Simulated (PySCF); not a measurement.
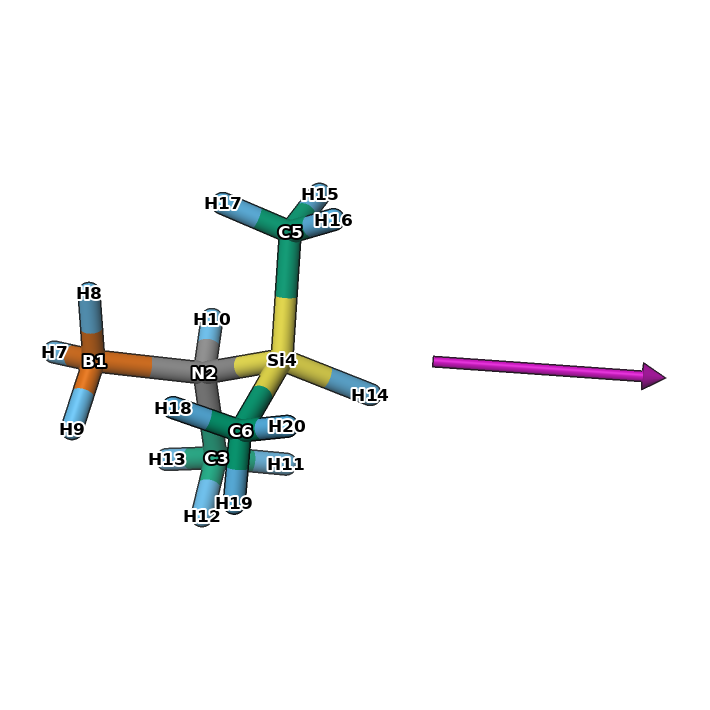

The arrow beside the molecule shows the direction of the dipole moment, from the negative to the positive end (its length means nothing). The computed structure is the end point of a GFN2-xTB optimisation. No frequency run is at hand to confirm it as a minimum. Method: PBE0/pcSseg-1, gas phase (PySCF 2.14.0).

Estimate the dipole moment.

4.56 D; it points from the side of H7 to the side of H14 (the outermost atoms at the two ends).

The geometry is semi-empirical. Around B, Si such bond lengths and angles can be off by a tenth of an ångström or more and by several degrees, and values that hang on the shape move with them.
